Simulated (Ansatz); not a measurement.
C₂H₄BN (SMILES B1C=NC1)

```xyz
8

B    -0.2258    0.5575   -0.6482
C     0.5196    0.8973    0.6241
N     0.0883   -0.2643    1.0243
C    -0.0392   -0.9599   -0.2995
H    -1.1322    1.1390   -1.1632
H     0.8382    1.6752    1.3105
H     0.9066   -1.4305   -0.5506
H    -0.8631   -1.6714   -0.3531
```

Geometry: PBE0-D4/def2-TZVP.

Theory: RKS PBE0-D4/def2-TZVPP (Ansatz 0.2.0).

What can the converged electron density and electron localisation function tell about the bonding?

Answer. C–N (1.30 Å): ρ is about 2.7 e/Å³ halfway; the ELF peaks at about 0.90 between the atoms; a covalent bond.
C–H (1.09 Å): ρ at the midpoint is about 2.1 e/Å³; the ELF climbs to about 1 towards the hydrogen, as it does in any bond to H; an ordinary covalent bond to hydrogen.
C–N (1.50 Å): ρ is about 1.7 e/Å³ halfway; the ELF peaks at about 0.90 between the atoms, as expected for localised, covalent bonding.

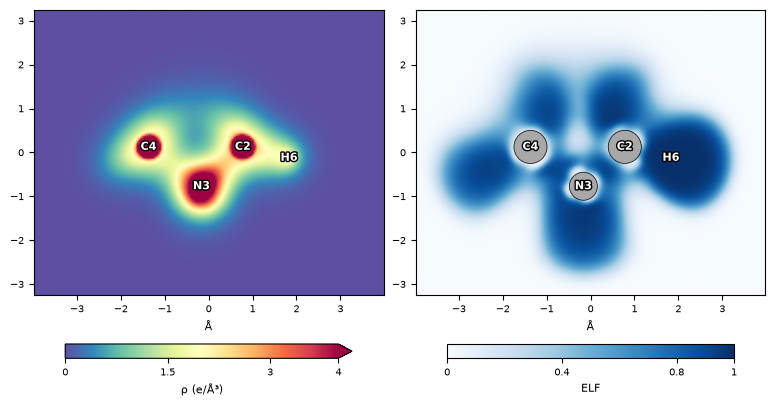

Computed electron density and electron localisation function on the plane of atoms C2, N3 and C4, in this order. Grey discs cover the atomic cores in the ELF map. 
